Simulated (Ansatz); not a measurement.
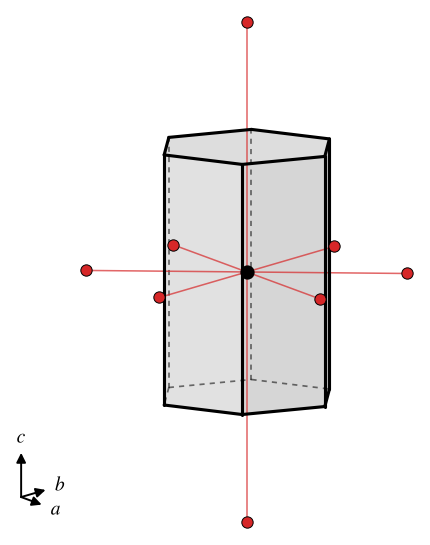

For Ti, the input geometry of an electronic-structure calculation (not necessarily at equilibrium): the Wigner–Seitz cell of the crystal's lattice, with lines to the lattice points that define its faces. Symmetry computed with spglib at a tolerance of 0.002 Å; standard conventional cell.

a = 2.863 Å, b = 2.863 Å, c = 4.533 Å, α = 90.00°, β = 90.00°, γ = 120.00°; space group No. 194, P6_3/mmc.

Question: Which of Fedorov's five parallelohedra is it?

Answer: A hexagonal prism: 8 faces (6 with 4 edges, 2 with 6 edges), 18 edges, 12 vertices. Its volume is that of the primitive cell, 32.2 Å³.

Question: Which lattice vectors do the faces bisect?

Answer:
| example | length (Å) | faces | edges of each | area (Å²) |
| --- | --- | --- | --- | --- |
| a + b | 2.86 | 6 | 4 | 7.5 |
| c | 4.53 | 2 | 6 | 7.1 |
